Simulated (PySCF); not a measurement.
# One shape, several levels: C3H8B2 (SMILES BC(B)C=C)

We compute a comparison of 5 runs (HF/STO-3G, B3LYP/6-31G*, M06-2X/6-31+G*, PBE/cc-pVDZ, SVWN5/def2-SVP) of C3H8B2. 

The calculation is run with PySCF 2.14.0.

## 1. The system as given

C3H8B2 has 13 atoms, charge 0, and is taken as a singlet. SMILES: `BC(B)C=C`. The shape is that of a GFN2-xTB optimisation. This is one conformer, not always the lowest.

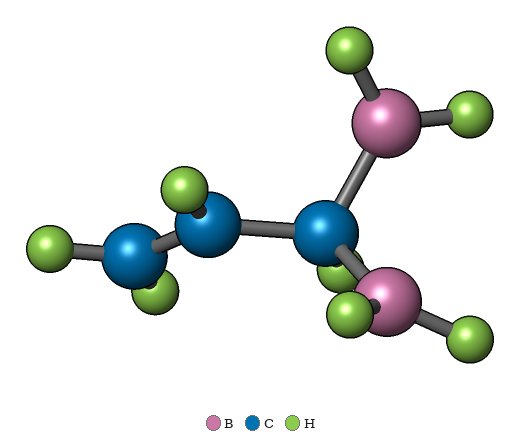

Viewed from a chosen angle; boron pink, carbon blue, hydrogen green.

## 2. Energy and forces at HF/STO-3G (run 1)

run.py reads:

```python
# BC(B)C=C
import pyscf.grad
from pyscf import gto

molecule = gto.Mole()
molecule.atom = '''
B     -0.954420     0.797580     1.233790
C     -0.356620     0.236650    -0.108670
B      0.158010     1.539270    -0.824510
C      0.692160    -0.808060     0.082460
C      0.608840    -2.034450    -0.401420
H     -0.351020     0.708140     2.231780
H     -2.004610     1.310800     1.231680
H     -1.184980    -0.166150    -0.701050
H     -0.603110     2.244490    -1.362960
H      1.295760     1.808060    -0.814220
H      1.558210    -0.508040     0.656680
H     -0.242020    -2.362880    -0.978000
H      1.383810    -2.765410    -0.245580
'''
molecule.verbose = 4
molecule.basis = 'sto-3g'
molecule.spin = 0
molecule.charge = 0
molecule.max_memory = 1860
molecule.build()

mf = molecule.RHF()
mf.conv_tol = 1e-10
mf.kernel()
if not mf.converged:
    mf = mf.newton().run(mf.mo_coeff, mf.mo_occ)

e_final = mf.e_tot
print('E = %.10f Eh' % e_final)
grad = mf.Gradients().kernel()
dip = mf.dip_moment()
pop, q = mf.mulliken_pop()
```

Launch:

```bash
$ OMP_NUM_THREADS=1 python run.py
```

The program printed:

```text
PySCF version 2.14.0

[... 67 lines left out ...]
converged SCF energy = -165.544434426033
[... 12 lines left out ...]
Dipole moment(X, Y, Z, Debye): -0.19336,  0.16666, -0.04589
[... 47 lines left out ...]
charge of   12H =      0.05646
```

It took 2.2 s on 1 thread of Intel Xeon at 2.70GHz, shared host; peak memory 0.12 GiB.

## 3. Energy and forces at B3LYP/6-31G(d) (Cartesian functions) (run 2)

input.py reads:

```python
# BC(B)C=C
import pyscf.grad
from pyscf import gto, dft

mol = gto.M(
    atom='''
B     -0.954420     0.797580     1.233790
C     -0.356620     0.236650    -0.108670
B      0.158010     1.539270    -0.824510
C      0.692160    -0.808060     0.082460
C      0.608840    -2.034450    -0.401420
H     -0.351020     0.708140     2.231780
H     -2.004610     1.310800     1.231680
H     -1.184980    -0.166150    -0.701050
H     -0.603110     2.244490    -1.362960
H      1.295760     1.808060    -0.814220
H      1.558210    -0.508040     0.656680
H     -0.242020    -2.362880    -0.978000
H      1.383810    -2.765410    -0.245580
''',
    cart=True,
    max_memory=1860,
    charge=0,
    basis='6-31g*',
    verbose=4,
)

mf = dft.RKS(mol, xc='b3lyp')
mf.conv_tol = 1e-10
mf.grids.level = 5
mf.kernel()
if not mf.converged:
    mf = mf.newton().run(mf.mo_coeff, mf.mo_occ)

etot = mf.e_tot
print('E(%s) = %.9f' % ('B3LYP', etot))
grad = mf.Gradients().kernel()
mf.analyze()
```

Launch:

```bash
$ OMP_NUM_THREADS=1 python input.py
```

The program printed:

```text
PySCF version 2.14.0

[... 97 lines left out ...]
Total Energy =                        -168.769896008741767
[... 13 lines left out ...]
MO #7   energy= -0.692816454600607 occ= 2
[... 11 lines left out ...]
MO #19  energy= -0.0839763825925539 occ= 0
[... 11 lines left out ...]
MO #31  energy= 0.242296857389357  occ= 0
[... 11 lines left out ...]
MO #43  energy= 0.650274682753969  occ= 0
[... 11 lines left out ...]
MO #55  energy= 0.94998778319549   occ= 0
[... 11 lines left out ...]
MO #67  energy= 1.5725989592284    occ= 0
[... 11 lines left out ...]
MO #79  energy= 2.23312195433121   occ= 0
[... 11 lines left out ...]
MO #91  energy= 4.48302628886567   occ= 0
[... 107 lines left out ...]
Dipole moment(X, Y, Z, Debye): -0.16225, -0.08068, -0.11777
```

It took 44 s on 1 thread of Intel Xeon at 2.70GHz, shared host; peak memory 0.93 GiB.

Runs 3 to 4 aren't shown in full; the table further down has their settings and results.

## 4. Energy and gradient at SVWN5/def2-SVP (run 5)

input.py reads:

```python
# BC(B)C=C
from pyscf import gto, dft

mol = gto.Mole()
mol.atom = '''
B   -0.954420   0.797580   1.233790
C   -0.356620   0.236650  -0.108670
B    0.158010   1.539270  -0.824510
C    0.692160  -0.808060   0.082460
C    0.608840  -2.034450  -0.401420
H   -0.351020   0.708140   2.231780
H   -2.004610   1.310800   1.231680
H   -1.184980  -0.166150  -0.701050
H   -0.603110   2.244490  -1.362960
H    1.295760   1.808060  -0.814220
H    1.558210  -0.508040   0.656680
H   -0.242020  -2.362880  -0.978000
H    1.383810  -2.765410  -0.245580
'''
mol.max_memory = 1860
mol.basis = 'def2-svp'
mol.verbose = 4
mol.spin = 0
mol.build()

mf = dft.RKS(mol, xc='svwn')
mf.conv_tol = 1e-10
mf.grids.level = 5
mf.kernel()
if not mf.converged:
    mf = mf.newton().run(mf.mo_coeff, mf.mo_occ)

e_tot = mf.e_tot
print('E(%s) = %.9f' % ('SVWN5', e_tot))
grad = mf.nuc_grad_method().kernel()
dip = mf.dip_moment()
pop, q = mf.mulliken_pop()
```

Launch:

```bash
$ OMP_NUM_THREADS=1 python input.py
```

The program printed:

```text
PySCF version 2.14.0

[... 85 lines left out ...]
converged SCF energy = -166.908269720759
[... 13 lines left out ...]
Dipole moment(X, Y, Z, Debye): -0.17842, -0.16510, -0.15629
[... 124 lines left out ...]
charge of   12H =      0.05581
```

Wall time 35 s (1 thread of Intel Xeon at 2.70GHz, shared host); peak memory 0.64 GiB.

## 5. The series

```csv
run,level,Cartesian functions,integration grid,energy (Eh),dipole moment (D),HOMO energy (eV),LUMO energy (eV),wall time
1,HF/STO-3G,no,–,-165.544434,0.26,-7.96,5.35,2.2 s
2,B3LYP/6-31G* (Cartesian functions),yes,5,-168.769896,0.22,-6.58,-2.29,44 s
3,M06-2X/6-31+G* (spherical functions),no,5,-168.674234,0.25,-8.24,-1.54,1.7 min
4,PBE/cc-pVDZ,no,5,-168.489972,0.26,-5.91,-3.34,60 s
5,SVWN5/def2-SVP,no,5,-166.908270,0.29,-6.13,-3.67,35 s
```

## 6. What came out

| quantity | value |
| --- | --- |
| run 5: total energy | -166.90827 Eh |
| run 5: dipole moment | 0.29 D |
| run 5: HOMO energy | -6.13 eV |
| run 5: LUMO energy | -3.67 eV |
| run 5: HOMO–LUMO gap | 2.47 eV |
| run 5: largest force on an atom | 1.774 eV/Å |

The dipole moment (its size) runs from 0.22 D (B3LYP/6-31G*) to 0.29 D (SVWN5/def2-SVP). The two ends differ in method and basis. The HOMO–LUMO gap runs from 2.47 eV (SVWN5/def2-SVP) to 13.31 eV (HF/STO-3G). Totals of different functionals can't be ranked against each other. In run 1 the basis is minimal, so the values are rough. All runs together took 4.1 min, the longest 1.7 min.
